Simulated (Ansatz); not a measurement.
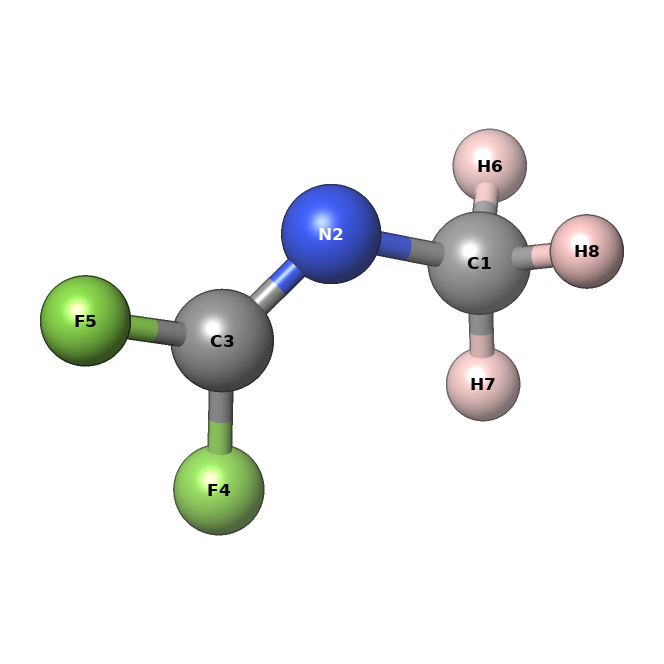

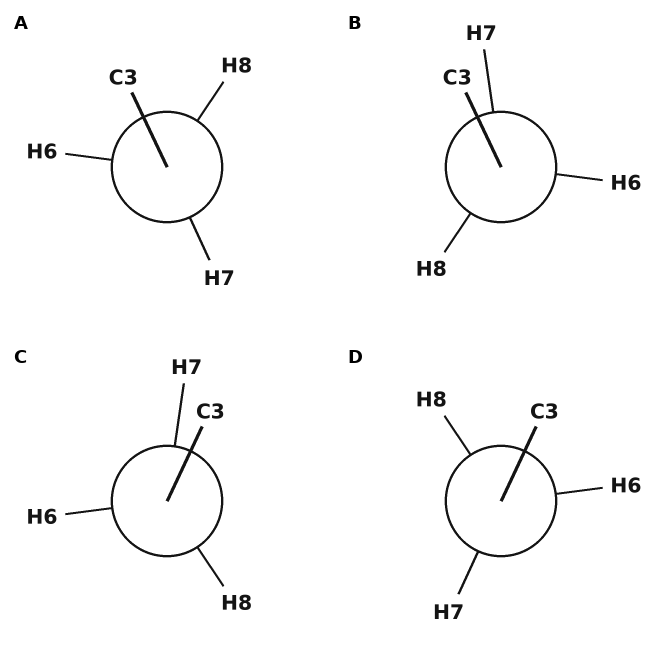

Depth is shown by fading: the farther an atom, the more it takes the colour of the background. Bonds that would overlap in a projection are set slightly apart. The geometry was computed by an optimisation with PBE0-D4/def2-TZVP.

> Which Newman projection shows the view along N2–C1, with N2 in front?

B. The torsion angle C3–N2–C1–H6 is 123°, anticlinal.
